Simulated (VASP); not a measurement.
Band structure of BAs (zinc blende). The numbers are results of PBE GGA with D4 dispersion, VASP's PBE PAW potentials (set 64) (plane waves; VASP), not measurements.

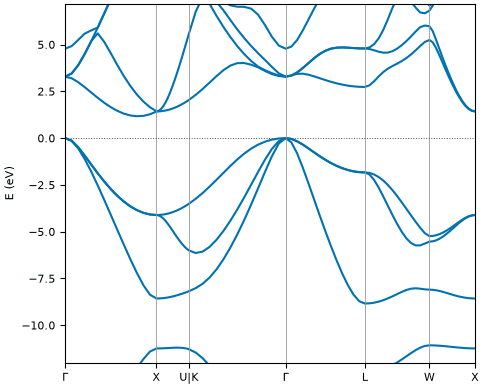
Fig. 1. Bands along high-symmetry lines, zero at the valence-band maximum or, without a gap, the Fermi level

Read the plot: is there a gap, and where are the band edges?

The gap is indirect, 1.17 eV, from the valence maximum at Γ to the conduction minimum at Γ-X at 0.79. (Edges off the drawn lines would not show.)

Measured: gap 1.82 eV (computed value off by -0.65 eV), as given by Wikipedia, List of semiconductor materials.

The compound is BAs in the zinc blende structure. It was relaxed first.
